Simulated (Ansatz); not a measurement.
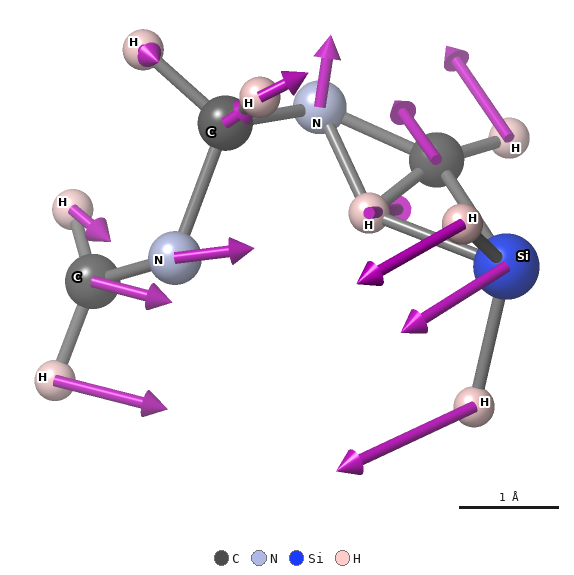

A relaxation of C3H8N2Si. The starting structure is drawn; purple arrows show the displacements, at their true length. The two geometries are superimposed by the best rigid fit.

The picture is a ball-and-stick view, seen at a tilt.

The run prepares an end point of a later path (hydrogen shift) calculation, from a guessed geometry.

Computed with RKS revPBE-D4/6-31G in Ansatz 0.2.0. Set-up: no spin polarisation; force threshold 0.02 eV/Å; at most 50 steps.

Q: Describe the change and its energy.

A: The largest move after the best rigid fit is that of an H atom, 1.72 Å. Largest moves by element: H 1.72 Å, Si 1.38 Å, C 1.20 Å, N 0.83 Å. Some distances before and after: C–Si 1.885 → 3.702 Å, H–Si 1.663 → 3.146 Å, N–Si 3.411 → 1.939 Å, H–N 1.384 → 2.129 Å. New bonds form: N–Si (3.41 → 1.94 Å). Bonds break: C–Si (1.89 → 3.70 Å), H–Si (1.66 → 3.15 Å). Bond angles that change, for instance: N–C–H 69.9° → 125.3°, H–C–H 161.5° → 117.0°, H–Si–H 110.1° → 99.8°. Groups turn about C–N by about 65°. After 44 accepted moves (47 points after the start) the energy has fallen by 571.3 kJ/mol. The largest force component goes from 6.4 to 0.015 eV/Å. The line search rejected the trial steps at points 9, 37, 43 of the run.
